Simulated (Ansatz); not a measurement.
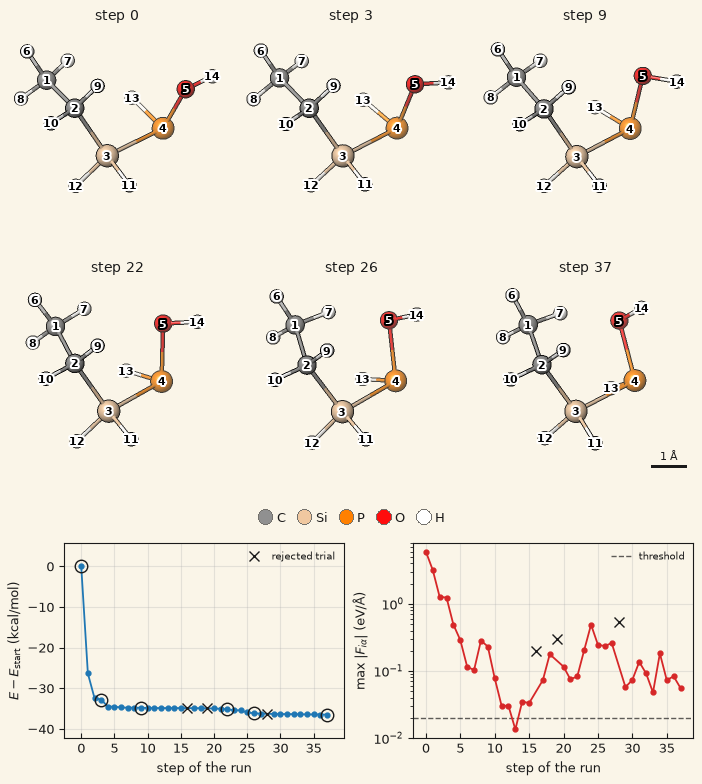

Frames of a relaxation of C$_{2}$H$_{9}$OPSi, marked on the history of the run. Style: ball-and-stick. Shown at a tilt.

The run prepares the start of a later molecular dynamics calculation, from a guessed geometry.

All numbers below come from RKS BLYP-D4/STO-3G (Ansatz). Set-up: no spin polarisation; force threshold 0.02 eV/Å; at most 40 steps.

Describe the path.

The relaxation stopped without meeting its thresholds, so the last structure isn't shown to be converged. O5 moves most after the best rigid fit: 1.40 Å. By element the largest moves are O 1.40 Å, H 1.32 Å, C 0.45 Å, P 0.15 Å, Si 0.12 Å. Near-neighbour distances that change, for instance: P4–O5 1.577 → 1.794 Å, C1–C2 1.460 → 1.572 Å, P4–H13 1.532 → 1.430 Å, O5–H14 0.951 → 1.045 Å. Bond angles that change, for instance: P4–O5–H14 112.5° → 100.8°, H6–C1–H7 102.6° → 110.1°, O5–P4–H13 98.3° → 91.6°. Groups turn about P4–O5 by about 75°, Si3–P4 by about 55°. Over 34 accepted moves (37 points after the start) the energy falls by 36.4 kcal/mol. The largest force component goes from 6 to 0.056 eV/Å. The line search rejected the trial steps at points 16, 19, 28 of the run. The forces were under the threshold at step 13, but the run went on from there. From step 0 to 3: O5 moves most (0.22 Å), energy −32.8 kcal/mol. From step 3 to 9: O and H atoms move most (0.43 Å), energy −1.99 kcal/mol. From step 9 to 22: H14 moves most (0.49 Å), energy −0.39 kcal/mol. From step 22 to 26: H14 moves most (0.48 Å), energy −0.97 kcal/mol. From step 26 to 37: H13 moves most (0.47 Å), energy −0.34 kcal/mol.

| step | E − E(0), kcal/mol | largest force component, eV/Å | note |
| --- | --- | --- | --- |
| 0 | 0.00 | 5.9841 |  |
| 1 | -26.33 | 3.1803 |  |
| 2 | -32.37 | 1.2704 |  |
| 3 | -32.76 | 1.2390 |  |
| 4 | -34.47 | 0.4888 |  |
| 5 | -34.50 | 0.2887 |  |
| 6 | -34.69 | 0.1155 |  |
| 7 | -34.75 | 0.1031 |  |
| 8 | -34.75 | 0.2831 |  |
| 9 | -34.75 | 0.2311 |  |
| 10 | -34.82 | 0.0780 |  |
| 11 | -34.83 | 0.0304 |  |
| 13 | -34.84 | 0.0135 |  |
| 14 | -34.84 | 0.0351 |  |
| 16 | -34.84 | 0.2015 | rejected |
| 17 | -34.86 | 0.0731 |  |
| 19 | -34.87 | 0.3018 | rejected |
| 20 | -34.94 | 0.1160 |  |
| 21 | -35.01 | 0.0749 |  |
| 23 | -35.37 | 0.2037 |  |
| 24 | -35.40 | 0.4886 |  |
| 26 | -36.11 | 0.2347 |  |
| 27 | -36.20 | 0.2607 |  |
| 28 | -36.19 | 0.5319 | rejected |
| 30 | -36.31 | 0.0735 |  |
| 31 | -36.32 | 0.1364 |  |
| 33 | -36.37 | 0.0479 |  |
| 34 | -36.39 | 0.1820 |  |
| 36 | -36.42 | 0.0832 |  |
| 37 | -36.45 | 0.0557 |  |

Limits of the set-up: STO-3G is a minimal basis, so the numbers are rough.
